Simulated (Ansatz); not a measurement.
# HOS2 with multiplicity 2: rotation by 180° about the O2–S3 bond, part 2 of 2

Aim: the minimum-energy path and barrier of the rotation by 180° about the O2–S3 bond. The ends are relaxed first, then joined by a nudged elastic band. SMILES of the start: [S]OS.

Ansatz 0.2.0; UKS B3LYP-D4/cc-pVDZ. The steps go on from the part before.

## Step 7: The band again, with other settings

crystal.atoms is end A as relaxed above, and neb.final_atoms is end B, turned to lie on A. With 3 inner images the band has 5 in all. The start path is listed, through a guess of the saddle.

Input file input.yaml:

```yaml
crystal:
  periodic: [false, false, false]
  atoms:
    - { symbol: S, position_ang: [-1.400046, -0.419568, 0.903771] }
    - { symbol: O, position_ang: [-0.44055, 0.809756, 0.346073] }
    - { symbol: S, position_ang: [0.981401, 0.484677, -0.621298] }
    - { symbol: H, position_ang: [0.859195, -0.874865, -0.628546] }
magnetization:
  spin_polarized: true
  initial_magnetization: 1
basis:
  gaussian: { orbitals: cc-pVDZ }
hamiltonian:
  xc: b3lyp
  dispersion: d4
neb:
  order_check: false
  images: 3
  f_tol: 0.05
  max_iterations: 60
  climbing: false
  final_atoms:
    - { symbol: S, position_ang: [-1.64924196, 0.48514669, 1.12813427] }
    - { symbol: O, position_ang: [-0.50208299, -0.38679722, 0.3095372] }
    - { symbol: S, position_ang: [0.78491696, 0.52156732, -0.48905448] }
    - { symbol: H, position_ang: [1.36640798, -0.61991679, -0.948617] }
  initial_path:
    images:
      - { positions_ang: [[-1.400046, -0.419568, 0.903771], [-0.44055, 0.809756, 0.346073], [0.981401, 0.484677, -0.621298], [0.859195, -0.874865, -0.628546]] }
      - { positions_ang: [[-1.4283351, -0.2815115, 1.06574717], [-0.53285175, 0.65869091, 0.18498544], [1.01497297, 0.42597204, -0.42894341], [0.94621388, -0.80315145, -0.8217892]] }
      - { positions_ang: [[-1.45662419, -0.143455, 1.22772335], [-0.6251535, 0.50762582, 0.02389787], [1.04854494, 0.36726708, -0.23658882], [1.03323275, -0.73143789, -1.0150324]] }
      - { positions_ang: [[-1.55293307, 0.17084584, 1.17792881], [-0.56361824, 0.0604143, 0.16671754], [0.91673095, 0.4444172, -0.36282165], [1.19982037, -0.67567734, -0.9818247]] }
      - { positions_ang: [[-1.64924196, 0.48514669, 1.12813427], [-0.50208299, -0.38679722, 0.3095372], [0.78491696, 0.52156732, -0.48905448], [1.36640798, -0.61991679, -0.948617]] }
```

The run is started by

```sh
> ansatz run input.yaml --threads 1 --pin off --max-ram 2048MiB --backend cpu --events-out ev --progress --plain --runs-dir out
```

Output, shortened:

```text
Warning: RAYON_NUM_THREADS=1 ignored (pool sized by the plan → 1); use --threads N
[...]
Functional definition: B3LYP
[...]
613 factors; integrals over basis functions are off by at most 3.3e-4 eV
[...]
mean field -23732.47606893 eV, -872.1524090833 hartree, gradient 2.8e-5 eV, S^2 0.752988; 2 other end points of the search recorded, 0 dependent functions left out
[...]
reference -23732.47625526 eV, -872.1524159308 hartree; 21, 20 occupied and 34, 35 virtual orbitals, 613 factors
614 factors; integrals over basis functions are off by at most 5.1e-4 eV
[...]
mean field -23732.48172353 eV, -872.1526168858 hartree, gradient 2.5e-5 eV, S^2 0.753065; 2 other end points of the search recorded, 0 dependent functions left out
[...]
reference -23732.48191515 eV, -872.1526239279 hartree; 21, 20 occupied and 34, 35 virtual orbitals, 614 factors
[...]
reference -23730.46043494 eV, -872.0783359002 hartree; 21, 20 occupied and 34, 35 virtual orbitals, 613 factors
NEB iter   1: max|band force component| = 1.030e1 eV/Å  barrier→ = 2.0184 eV  barrier← = 2.0199 eV  Δτ_max = 0.0697 Å  (235 SCF iters)
[...]
NEB iter   6: max|band force component| = 1.371e-1 eV/Å  barrier→ = 0.0388 eV  barrier← = 0.0404 eV  Δτ_max = 0.0049 Å  (109 SCF iters)
[...]
NEB iter   7: max|band force component| = 4.807e-2 eV/Å  barrier→ = 0.0388 eV  barrier← = 0.0404 eV  Δτ_max = 0.0000 Å  (249 SCF iters)
Total energy: -23732.57658864 eV, -872.1561031142 hartree
Atom 0 at    -1.438671    -0.151211     1.265139 Å, force     0.000805    -0.002844    -0.002119 eV/Å
Atom 1 at    -0.671198     0.521569    -0.046827 Å, force     0.000540     0.003521     0.001601 eV/Å
Atom 2 at     1.084773     0.354810    -0.194920 Å, force    -0.000016     0.001352    -0.002524 eV/Å
Atom 3 at     1.025097    -0.725168    -1.023392 Å, force    -0.001329    -0.002029     0.003043 eV/Å
Dipole moment:     0.216710    -0.223031    -0.069228 e Å
this run last wrote the band of iteration 7 to <dir>
```

Run time: 35 s. Hardware: 1 thread of Intel Xeon 6975P-C (Granite Rapids), shared host; peak memory 0.16 GiB.

## Step 8: Images and barrier

Images 0 and 4 are the ends. Energies count from image 0; the path length is the program's own measure over all atoms.

```tsv
image	path (Å)	energy (eV)	dihedral S1–O2–S3–H4 (°)	band force (eV/Å)
0	0.000	0.0000	0	-
1	0.495	0.0221	52	0.005
2	0.990	0.0388	97	0.000
3	1.484	0.0229	138	0.048
4	1.979	-0.0015	-180	-
```

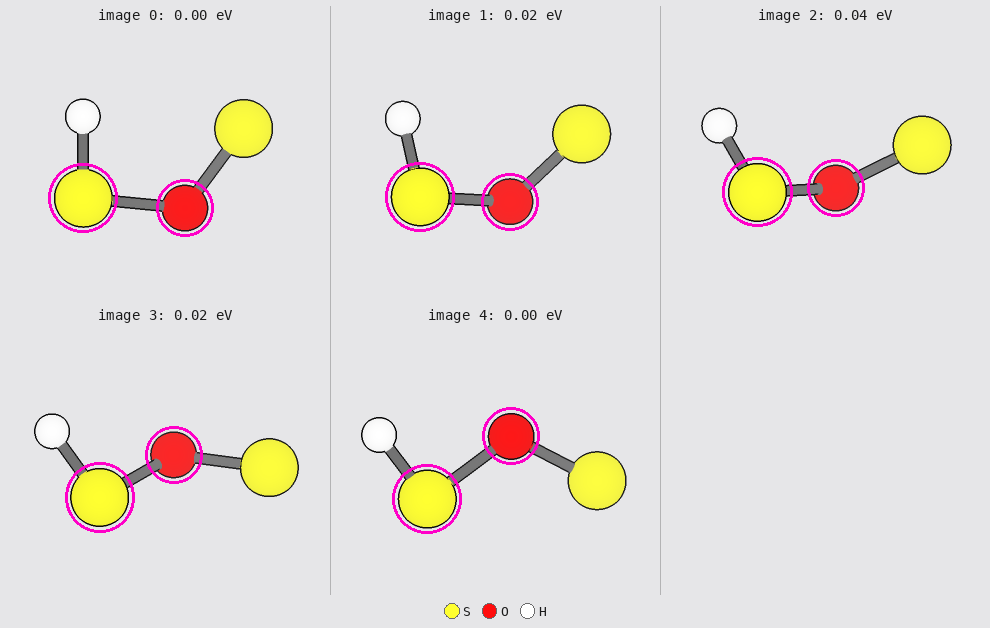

Snapshots along the band, viewed from a chosen angle. Ringed: O2, S3. Sticks join atoms closer than a bonding distance in each image.

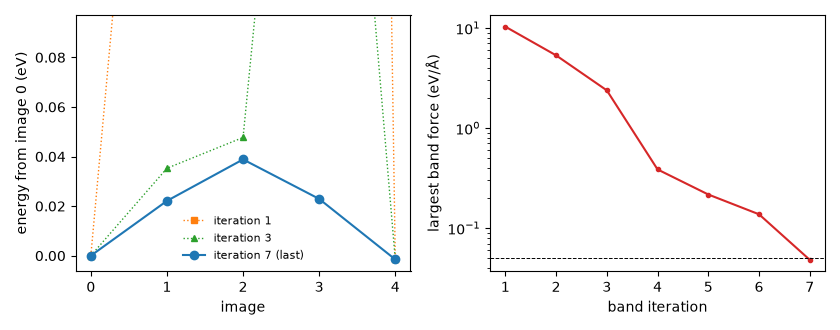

Left: energy of each image for early iterations and the last one (lines only join the points; early values far above the last band run off the scale). Right: the largest band force by iteration, with the threshold dashed.

## Step 9: The band again, with other settings

crystal.atoms is end A as relaxed above, and neb.final_atoms is end B, turned to lie on A. With 1 inner images the band has 3 in all. The start path is listed, through a guess of the saddle.

Changes to input.yaml since step 7:

```diff
@@ -17,3 +17,3 @@
   order_check: false
-  images: 3
+  images: 1
   f_tol: 0.05
@@ -29,5 +29,3 @@
       - { positions_ang: [[-1.400046, -0.419568, 0.903771], [-0.44055, 0.809756, 0.346073], [0.981401, 0.484677, -0.621298], [0.859195, -0.874865, -0.628546]] }
-      - { positions_ang: [[-1.4283351, -0.2815115, 1.06574717], [-0.53285175, 0.65869091, 0.18498544], [1.01497297, 0.42597204, -0.42894341], [0.94621388, -0.80315145, -0.8217892]] }
       - { positions_ang: [[-1.45662419, -0.143455, 1.22772335], [-0.6251535, 0.50762582, 0.02389787], [1.04854494, 0.36726708, -0.23658882], [1.03323275, -0.73143789, -1.0150324]] }
-      - { positions_ang: [[-1.55293307, 0.17084584, 1.17792881], [-0.56361824, 0.0604143, 0.16671754], [0.91673095, 0.4444172, -0.36282165], [1.19982037, -0.67567734, -0.9818247]] }
       - { positions_ang: [[-1.64924196, 0.48514669, 1.12813427], [-0.50208299, -0.38679722, 0.3095372], [0.78491696, 0.52156732, -0.48905448], [1.36640798, -0.61991679, -0.948617]] }
```

The run is started by

```sh
> ansatz run input.yaml --threads 1 --pin off --max-ram 2048MiB --backend cpu --events-out ev --progress --plain --runs-dir out
```

Output, shortened:

```text
Warning: RAYON_NUM_THREADS=1 ignored (pool sized by the plan → 1); use --threads N
[...]
[... 1 set-up line as earlier in the session ...]
[...]
613 factors; integrals over basis functions are off by at most 3.3e-4 eV
[...]
mean field -23732.47606893 eV, -872.1524090833 hartree, gradient 2.8e-5 eV, S^2 0.752988; 2 other end points of the search recorded, 0 dependent functions left out
[...]
reference -23732.47625526 eV, -872.1524159308 hartree; 21, 20 occupied and 34, 35 virtual orbitals, 613 factors
614 factors; integrals over basis functions are off by at most 5.1e-4 eV
[...]
mean field -23732.48172353 eV, -872.1526168858 hartree, gradient 2.5e-5 eV, S^2 0.753065; 2 other end points of the search recorded, 0 dependent functions left out
[...]
reference -23732.48191515 eV, -872.1526239279 hartree; 21, 20 occupied and 34, 35 virtual orbitals, 614 factors
[...]
reference -23732.29612740 eV, -872.1457963538 hartree; 21, 20 occupied and 34, 35 virtual orbitals, 613 factors
NEB iter   1: max|band force component| = 1.860e0 eV/Å  barrier→ = 0.1825 eV  barrier← = 0.1840 eV  Δτ_max = 0.0410 Å  (136 SCF iters)
[...]
NEB iter   3: max|band force component| = 2.048e-1 eV/Å  barrier→ = 0.0415 eV  barrier← = 0.0431 eV  Δτ_max = 0.0111 Å  (40 SCF iters)
[...]
NEB iter   4: max|band force component| = 3.975e-2 eV/Å  barrier→ = 0.0390 eV  barrier← = 0.0405 eV  Δτ_max = 0.0000 Å  (96 SCF iters)
Total energy: -23732.57644392 eV, -872.1560977961 hartree
Atom 0 at    -1.441007    -0.147811     1.267981 Å, force     0.005035    -0.003719    -0.002031 eV/Å
Atom 1 at    -0.670220     0.518685    -0.045999 Å, force    -0.031813     0.001767    -0.005094 eV/Å
Atom 2 at     1.083069     0.350828    -0.191445 Å, force     0.039754    -0.002116    -0.001025 eV/Å
Atom 3 at     1.028157    -0.721701    -1.030537 Å, force    -0.012976     0.004068     0.008150 eV/Å
Dipole moment:     0.216808    -0.222091    -0.070818 e Å
this run last wrote the band of iteration 4 to <dir>
```

It took 11 s on 1 thread of Intel Xeon 6975P-C (Granite Rapids), shared host; peak memory 0.16 GiB.

## Step 10: Images and barrier

Images 0 and 2 are the ends. Energies count from image 0; the path length is the program's own measure over all atoms.

```tsv
image	path (Å)	energy (eV)	dihedral S1–O2–S3–H4 (°)	band force (eV/Å)
0	0.000	0.0000	0	-
1	0.962	0.0390	97	0.040
2	1.923	-0.0015	-180	-
```

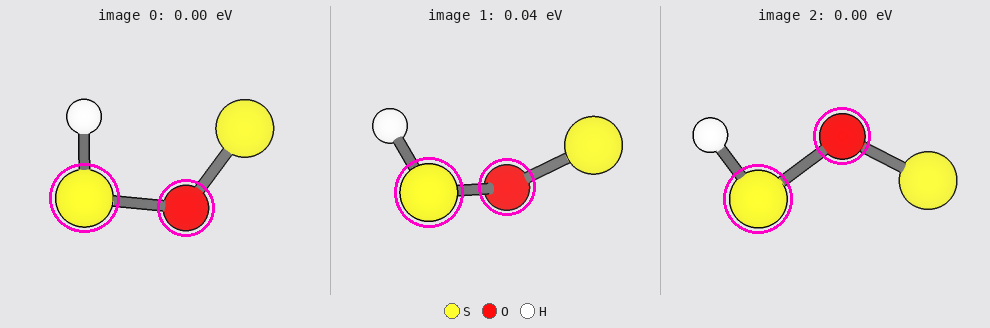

The images of the last band, seen from a chosen angle. Ringed: O2, S3. Sticks join atoms closer than a bonding distance in each image.

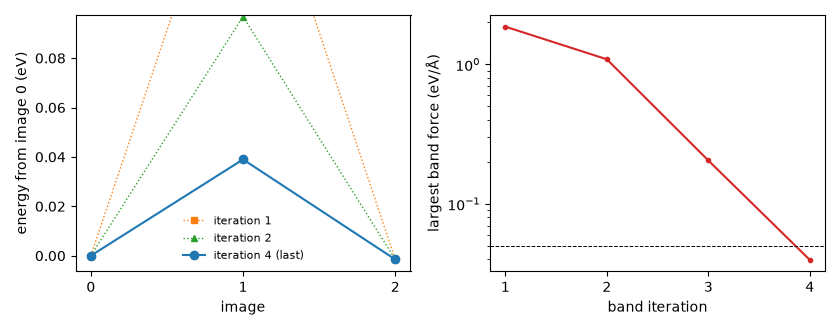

Left: energy of each image for early iterations and the last one (lines only join the points; early values far above the last band run off the scale). Right: the largest band force by iteration, with the threshold dashed.

## Step 11: What came out

The summary covers parts 1 to 2.

| quantity | value |
| --- | --- |
| end A | 5 moves, 0.088 eV lower |
| end B | 5 moves, 0.180 eV lower |
| first band: barrier forwards | 0.039 eV |
| first band: barrier backwards | 0.041 eV |
| first band: second end relative to first | -0.002 eV |
| first band: highest image | 4 of 0 to 8, climbing |
| first band: band iterations | 7 |
| imaginary modes at the top | 107i cm⁻¹ |
| second band | top 0.039 eV above image 0, 7 iterations, 3 inner images, none climbing |
| time, first and second band | 78 s and 35 s |
| third band | top 0.039 eV above image 0, 4 iterations, 1 inner image, none climbing |
| time, first and third band | 78 s and 11 s |

In the first band: along this path the system climbs 0.039 eV from the first end (1.5 kT at 300 K). The two ends lie within 2 meV of each other. The listed dihedral goes from 0° at end A through 101° at the highest image to -180° at end B. One imaginary mode, as a first-order saddle point has. The second band's top agrees with the first's to 1 meV, so the changed settings hardly move the height. The third band's top agrees with the first's to 1 meV, so the changed settings hardly move the height. Zero-point energy and entropy are left out.
